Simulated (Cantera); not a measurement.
A closed system holds: 1 mol HI, 2.7 mol H₂O, 0.15 mol O₂, 0.71 mol H₂, held at 0.000600 bar.

These are equilibrium values from Cantera (NASA tables, ideal gas, pure condensed phases), not measurements of a reactor. Candidate condensed phases: H₂O, I₂; 12 gas species. The numbers say what is thermodynamically allowed, not how fast it happens.

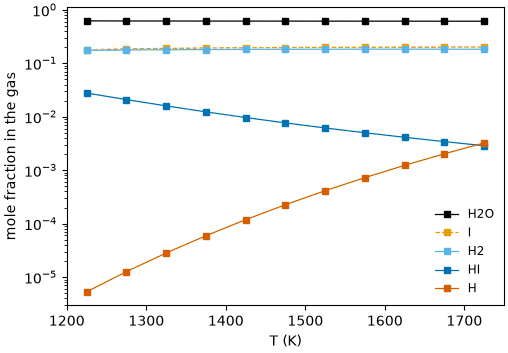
Fig. 1. Equilibrium gas composition (values under 1e-9 drawn at 1e-9)

From 1225 K to 1725 K nothing is condensed.
